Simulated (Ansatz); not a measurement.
Mg$_{3}$Sb$_{2}$ (A-La2O3 type, space group P-3m1)

```
Mg3Sb2
1.0
    4.56691     0.00000     0.00000
   -2.28346     3.95506     0.00000
    0.00000     0.00000     7.24702
Sb Mg
2 3
Cartesian
  0.00000   2.63671   1.65774
  2.28346   1.31835   5.58928
  0.00000   0.00000   0.00000
  0.00000   2.63671   4.59131
  2.28346   1.31835   2.65571
```

E(V) scan at fixed shape, V₀ the volume above. The atoms relax within the cell's symmetry.

Computed with r2SCAN (plane waves to 500 eV, PAW, scalar-relativistic; Ansatz, an electronic-structure program). k mesh 12×12×7 (Γ-centred), Fermi-Dirac smearing 0.05 eV. E stands for the smeared free energy. With the shape held, the modulus is that of even scaling; a crystal free to change shape is softer. Mg3Sb2 was relaxed with its symmetry unable to fall. Spin-orbit coupling is left out, though Sb is heavy. ΔE is measured from the relaxed starting cell.

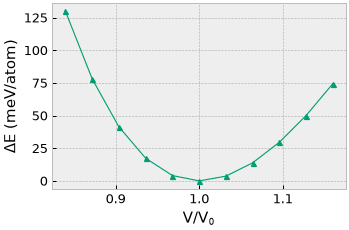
Figure. ΔE (meV/atom) against V/V₀; markers are the computed points, lines only join them.

Question: What is ΔE at V/V₀ = 0.840?

Answer: About 130 meV/atom.

Question: What is ΔE at V/V₀ = 1.160?

Answer: About 74 meV/atom.

Question: What bulk modulus at fixed cell shape B₀ follows from a third-order Birch-Murnaghan fit?

Answer: About 46 GPa.

(Under strain, the slope of the energy per volume gives the stress and its curvature an elastic modulus.)
